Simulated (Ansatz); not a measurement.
# HF/cc-pVDZ run of CH4F2OSi (SMILES C[Si](O)(F)F)

Aim: the vertical ionisation energy of CH4F2OSi at HF/cc-pVDZ, from 2 runs. 

The calculation is run with Ansatz 0.2.0.

99 further runs of the same task are left out: 2 that didn't finish, 97 set aside as unsound or not needed. Runs told in other sessions of the task aren't counted.

**1. The structure to begin with**

The species is CH4F2OSi (9 atoms), meant as a singlet with charge 0. SMILES: `C[Si](O)(F)F`. The coordinates come from a PBE0-D4/def2-TZVP relaxation. This is one conformer, not always the lowest.

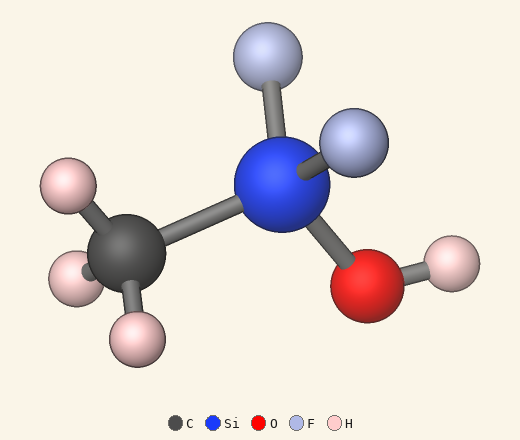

The structure, seen from a chosen angle (carbon dark grey, silicon blue, oxygen red, fluorine light blue, hydrogen pink).

**2. The energy at HF/cc-pVDZ**

molecule.yaml

```yaml
crystal:
  periodic: [false, false, false]
  atoms:
    - {symbol: C, position_ang: [-1.189400, 0.338900, -0.162200]}
    - {symbol: Si, position_ang: [0.580100, -0.130700, -0.192500]}
    - {symbol: O, position_ang: [1.083400, -0.479900, 1.308000]}
    - {symbol: F, position_ang: [0.827400, -1.374000, -1.151900]}
    - {symbol: F, position_ang: [1.471900, 1.032700, -0.807900]}
    - {symbol: H, position_ang: [-1.795500, -0.480100, 0.229600]}
    - {symbol: H, position_ang: [-1.342100, 1.213300, 0.473300]}
    - {symbol: H, position_ang: [-1.540100, 0.577500, -1.168100]}
    - {symbol: H, position_ang: [1.992700, -0.743900, 1.454700]}
basis:
  gaussian:
    orbitals: cc-pVDZ
hamiltonian:
  xc: hf
accuracy: high
output: {orbitals: {seedname: orbitals}}
```

On the command line:

```console
ansatz run molecule.yaml --threads 1 --pin off --max-ram 3480MiB --events-out events.jsonl --progress --plain --runs-dir runs
```

The log of the run:

```text
Warning: RAYON_NUM_THREADS=1 ignored (pool sized by the plan → 1); use --threads N
Functional definition: HF
  name "HF"
  exchange = exact_x
  correlation = 0
2129 factors; integrals over basis functions are off by at most 3.5e-9 eV
mean field evaluation 1: about -16406.7597 eV, gradient 4.4e1 eV
mean field evaluation 2: about -16406.8355 eV, gradient 4.4e1 eV
mean field evaluation 4: about -16410.3388 eV, gradient 2.8e0 eV
mean field evaluation 8: about -16410.3700 eV, gradient 1.8e-1 eV
mean field -16410.37013013 eV, -603.0699789337 hartree, gradient 1.0e-7 eV, S^2 0.000000; 0 other end points of the search recorded, 0 dependent functions left out
reference -16410.37013013 eV, -603.0699789337 hartree; 25, 25 occupied and 69, 69 virtual orbitals, 2129 factors
Total energy: -16410.37013013 eV, -603.0699789337 hartree
```

Run time: 3.9 s. Hardware: 1 thread of Arm Neoverse V2, shared host; peak memory 0.28 GiB.

**3. The doublet cation, same level**

in.yaml

```yaml
crystal:
  periodic: [false, false, false]
  atoms:
    - {symbol: C, position_ang: [-1.189400, 0.338900, -0.162200]}
    - {symbol: Si, position_ang: [0.580100, -0.130700, -0.192500]}
    - {symbol: O, position_ang: [1.083400, -0.479900, 1.308000]}
    - {symbol: F, position_ang: [0.827400, -1.374000, -1.151900]}
    - {symbol: F, position_ang: [1.471900, 1.032700, -0.807900]}
    - {symbol: H, position_ang: [-1.795500, -0.480100, 0.229600]}
    - {symbol: H, position_ang: [-1.342100, 1.213300, 0.473300]}
    - {symbol: H, position_ang: [-1.540100, 0.577500, -1.168100]}
    - {symbol: H, position_ang: [1.992700, -0.743900, 1.454700]}
basis:
  gaussian: {orbitals: cc-pVDZ}
magnetization: {spin_polarized: true, initial_magnetization: 1}
hamiltonian: {xc: hf}
output: {orbitals: {seedname: orbitals}}
accuracy: high
total_charge: 1
```

On the command line:

```console
ansatz run in.yaml --threads 1 --pin off --max-ram 3480MiB --events-out events.jsonl --progress --plain --runs-dir runs
```

The log of the run:

```text
Warning: RAYON_NUM_THREADS=1 ignored (pool sized by the plan → 1); use --threads N
[... 4 set-up lines as earlier in the session ...]
2127 factors; integrals over basis functions are off by at most 3.5e-9 eV
mean field evaluation 1: about -16391.5729 eV, gradient 4.3e1 eV
mean field evaluation 2: about -16391.6559 eV, gradient 4.3e1 eV
mean field evaluation 4: about -16398.1642 eV, gradient 2.5e0 eV
mean field evaluation 8: about -16398.2453 eV, gradient 3.6e-1 eV
mean field evaluation 16: about -16398.2480 eV, gradient 2.4e-8 eV
mean field evaluation 32: about -16396.8359 eV, gradient 1.4e1 eV
mean field evaluation 64: about -16398.4442 eV, gradient 8.9e0 eV
mean field evaluation 96: about -16398.1945 eV, gradient 1.6e0 eV
mean field -16398.71883392 eV, -602.6418016959 hartree, gradient 7.8e-8 eV, S^2 0.755577; 4 other end points of the search recorded, 0 dependent functions left out
reference -16398.71883392 eV, -602.6418016959 hartree; 25, 24 occupied and 69, 70 virtual orbitals, 2127 factors
Total energy: -16398.71883392 eV, -602.6418016959 hartree
```

Wall time 14 s (1 thread of Arm Neoverse V2, shared host); peak memory 0.43 GiB.

**4. Outcome**

Level: HF/cc-pVDZ.

| quantity | value |
| --- | --- |
| singlet CH4F2OSi: total energy | -603.06998 Eh |
| singlet CH4F2OSi: HOMO energy | -13.70 eV |
| singlet CH4F2OSi: LUMO energy | 4.51 eV |
| singlet CH4F2OSi: HOMO–LUMO gap | 18.21 eV |
| doublet cation: total energy | -602.64180 Eh |
| doublet cation: HOMO energy (highest over α and β) | -19.24 eV |
| doublet cation: LUMO energy (lowest over α and β) | -9.19 eV |
| doublet cation: ⟨S²⟩ | 0.756 |
| vertical ionisation energy (to the doublet cation) | 11.651 eV |

**Reading.** Removing an electron at fixed nuclei costs 11.65 eV (269 kcal/mol). The negative HOMO energy of the first species, 13.70 eV, lies 2.05 eV above that difference.
